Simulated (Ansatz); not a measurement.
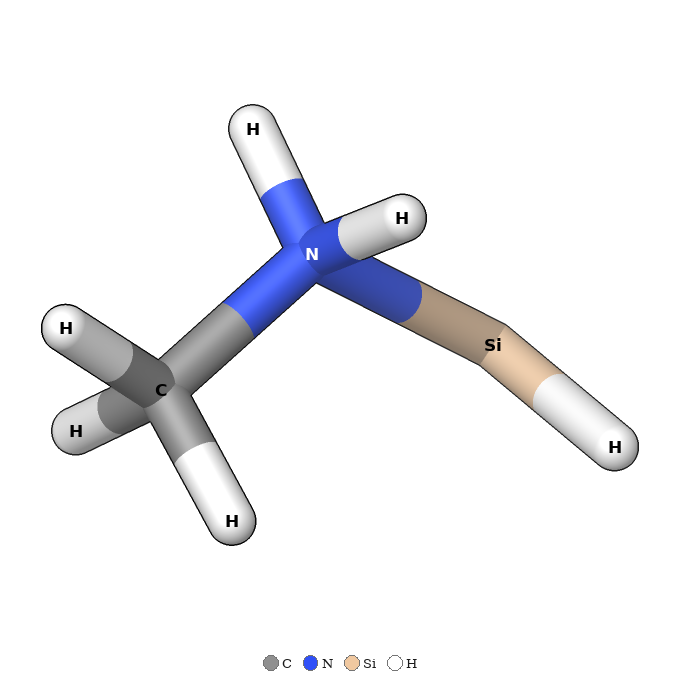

Starting geometry of the run.

Input file:

```yaml
crystal:
  periodic: [false, false, false]
  atoms:
    - {symbol: C, position_ang: [-0.403904, 0.818367, -0.838503]}
    - {symbol: N, position_ang: [0.365803, -0.326811, -0.334131]}
    - {symbol: Si, position_ang: [-0.431470, -1.362217, 1.226585]}
    - {symbol: H, position_ang: [-1.401234, 0.460678, -1.101069]}
    - {symbol: H, position_ang: [0.076481, 1.309833, -1.708098]}
    - {symbol: H, position_ang: [-0.521050, 1.530841, -0.021473]}
    - {symbol: H, position_ang: [1.282848, -0.041791, -0.010294]}
    - {symbol: H, position_ang: [0.506571, -1.014235, -1.065289]}
    - {symbol: H, position_ang: [0.207603, -0.292417, 2.156559]}
basis:
  gaussian: {orbitals: "def2-TZVPPD.json"}
total_charge: -1
hamiltonian: {xc: {name: wB97M-V}}
```

Command:

```sh
ansatz run in.yaml --threads 2 --pin off --events-out ev --progress --plain --max-ram 4352MiB
```

What the program printed:

```
Functional definition: wB97M-V
  name "wB97M-V"
  cite "Mardirossian & Head-Gordon, J. Chem. Phys. 144, 214110 (2016) doi:10.1063/1.4952647"
  cite "Becke, J. Chem. Phys. 107, 8554 (1997) doi:10.1063/1.475007"
  cite "Vydrov & Van Voorhis, J. Chem. Phys. 133, 244103 (2010) doi:10.1063/1.3521275"
  # Of w^i u^j: cxij and so on, Table III.
  parameter omega = 0.3/bohr
  parameter cx = 0.15
  parameter cx01 = 1.007
  parameter cx10 = 0.259
  parameter css00 = 0.443
  parameter css04 = -1.437
  parameter css10 = -4.535
  parameter css20 = -3.390
  parameter css43 = 4.278
  parameter cos00 = 1.000
  parameter cos10 = 1.358
  parameter cos20 = 2.924
  parameter cos21 = -8.812
  parameter cos60 = -1.390
  parameter cos61 = 9.142
  parameter b = 6.0
  parameter c = 0.01
  gx(w, u) = 1 - cx + cx01*u + cx10*w
  gss(w, u) = css00 + css04*u^4 + css10*w + css20*w^2 + css43*w^4*u^3
  gos(w, u) = cos00 + cos10*w + (cos20 + cos21*u)*w^2 + (cos60 + cos61*u)*w^6
  exchange = spin_sum(e_x_unif_sr(omega)*gx(b97_w, b97_u_x)) + cx*exact_x_sr(omega) + exact_x_lr(omega)
  correlation = spin_sum(e_c_pw_mod_same_spin*gss(b97_w, b97_u_same))
      + integral(e_c_pw_mod_opposite_spin*gos(b97_w_opposite, b97_u_opposite)) + vv10(b, c)
1017 factors; their error is unknown
312 factors; integrals over basis functions are off by at most 2.4e-5 eV
mean field evaluation 1: about -10497.3318 eV, gradient 2.1e1 eV
mean field evaluation 2: about -10498.8126 eV, gradient 1.3e1 eV
mean field evaluation 4: about -10499.2621 eV, gradient 1.2e0 eV
mean field evaluation 8: about -10499.2732 eV, gradient 7.4e-2 eV
mean field evaluation 16: about -10499.2650 eV, gradient 6.0e-3 eV
mean field -10499.26501656 eV, -385.8408727011 hartree, gradient 5.1e-5 eV, S^2 0.000000; 2 other end points of the search recorded, 0 dependent functions left out
reference -10499.26506739 eV, -385.8408745692 hartree; 17, 17 occupied and 207, 207 virtual orbitals, 1017 factors
Total energy: -10499.26506739 eV, -385.8408745692 hartree
```
